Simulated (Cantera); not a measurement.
A closed system holds: 1 mol Si, 2.3 mol HBr, 3.4 mol H2, held at 14.0 Pa.

Cantera equilibrium calculation (NASA polynomials, part measured and part estimated; ideal gas, pure solids and liquids). Candidate condensed phases: Br2, Si; 19 gas species. The tables' values for SiBr, SiBr3 are old estimates; treat these amounts as uncertain. Rates play no part.

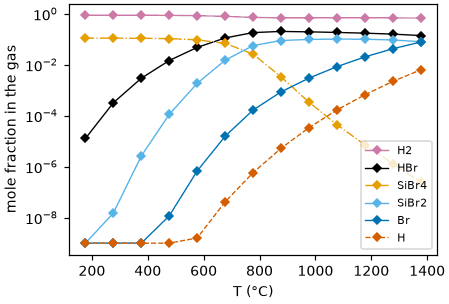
Figure. Equilibrium gas composition (values under 1e-9 drawn at 1e-9)

Task: Read off the mole fractions at 1277 °C.

Result: H2 about 0.70, HBr about 0.16, SiBr2 about 0.095, Br about 0.043, H about 0.0022, SiBr4 about 1.3e-6.
